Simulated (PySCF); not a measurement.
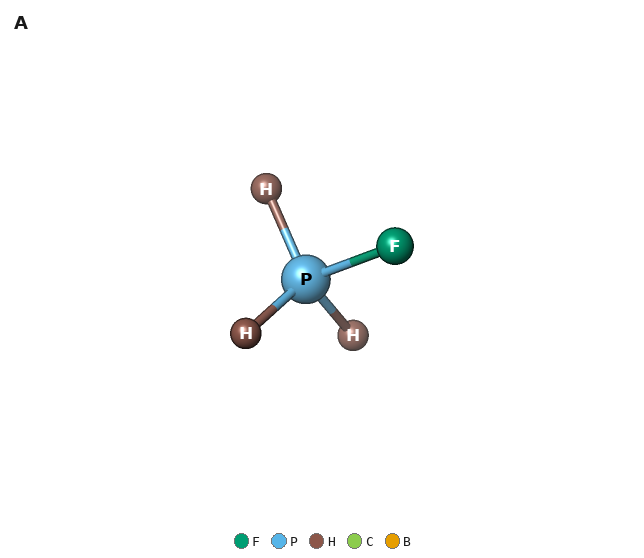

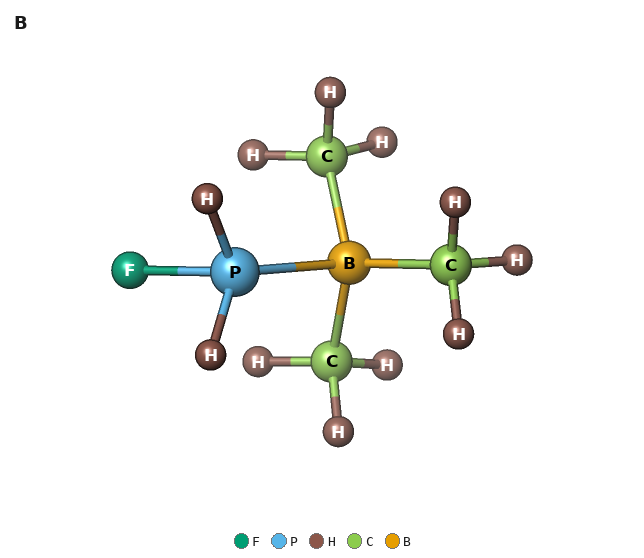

Two related species, optimised with GFN2-xTB; properties computed with PySCF 2.14.0. A: charge +1, singlet. B: charge 0, singlet.

Question: Identify both.

Answer: A is FH3P(+) (F[PH3+]), B is C3H11BFP (C[B-](C)(C)[PH2+]F).

Compare them. With PBE0/def2-SVPD: HOMO–LUMO gap (eV), HOMO energy (Kohn–Sham orbital) (eV), lowest vertical singlet excitation (eV), mean static polarisability (bohr³). With GFN2-xTB: mean P–F length (Å), mean P–H length (Å).

```tsv
quantity	A	B
HOMO–LUMO gap (eV)	10.39	6.61
HOMO energy (Kohn–Sham orbital) (eV)	−18.57	−7.99
lowest vertical singlet excitation (eV)	8.47	5.36
mean static polarisability (bohr³)	20.0	81.7
mean P–F length (Å)	1.558	1.608
mean P–H length (Å)	1.383	1.393
```

Each is one conformer, and no frequency run is at hand to confirm it as a minimum.

The geometry is semi-empirical. Around B, P such bond lengths and angles can be off by a tenth of an ångström or more and by several degrees, and values that hang on the shape move with them.
